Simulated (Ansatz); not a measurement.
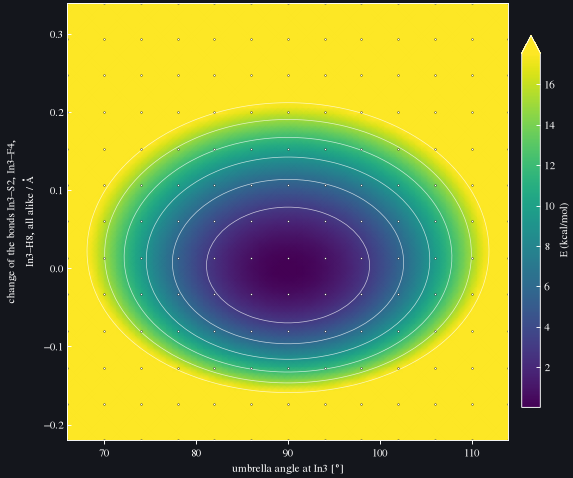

CH4FInS, SMILES C[S][InH][F]. The first coordinate is: umbrella angle at In3 (between each of its bonds and their common axis; 90 is planar); the second: change of the bonds In3–S2, In3–F4, In3–H8, all alike. Nothing is relaxed (all other coordinates rigid). The scan uses a 13 × 13 grid. Points are written as (first, second). Energies are in kcal/mol, from the relaxed molecule at the same level. Method: Ansatz, RKS PBE0-D4/def2-TZVP.

The picture shows a smooth colour map with a few white contour lines, dots at the grid points, one colour for all values above the top of the scale. Between grid points the surface is interpolated.

Question: Estimate the position of the minimum and the force constants in these coordinates.

Answer: The interpolated minimum is at the first coordinate ≈ 90.0°, the second coordinate ≈ 0.000 Å. The curvatures there are about 11 eV/rad² and 48 eV/Å², with a cross term of about 0 eV/(rad·Å). Round the minimum the two coordinates are nearly uncoupled. (1 eV is 23.1 kcal/mol.)
